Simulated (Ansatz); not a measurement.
```xyz
8

Ta   -0.0539    0.0168    0.1224
F     1.7702   -0.4410    0.3393
Cl   -0.2630   -0.3063    2.4100
Cl    0.4796    0.5528   -2.0702
Cl   -1.7464    1.5774    0.1344
F    -0.9150   -1.5500   -0.3171
Cl    1.3492    2.2958    0.7837
H     2.4309    1.5512    0.8212
```

Core potentials replace the inner electrons of Ta.

Computed with RKS LDA/def2-SVP in Ansatz.

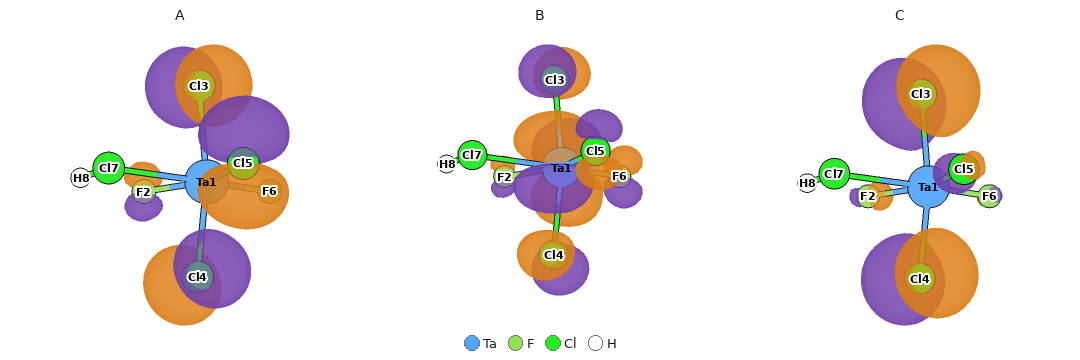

Cl₄F₂HTa. Three frontier orbitals at ±0.1 Å⁻³ᐟ² (orange and purple are the two phases), in no order.

Which picture is the HOMO−1, the HOMO and the LUMO?

C is the HOMO−1 (−8.23 eV). Its weight (Hirshfeld) is mainly on Cl3 (about 45 %) and Cl4 (about 45 %); largely a combination of lone pairs on Cl3 and Cl4. A is the HOMO (−7.68 eV). Its weight (Hirshfeld) is mainly on Cl5 (about 40 %), Cl3 (about 25 %) and Cl4 (about 25 %); largely a combination of lone pairs on Cl5, Cl3 and Cl4. B is the LUMO (−4.08 eV). By Hirshfeld shares it lies mainly on Ta1 (about 65 %), Cl3 (about 10 %), Cl4 (about 10 %), F6 (about 5 %) and Cl5 (about 5 %).

What is the HOMO–LUMO gap?

3.60 eV between the orbital energies.
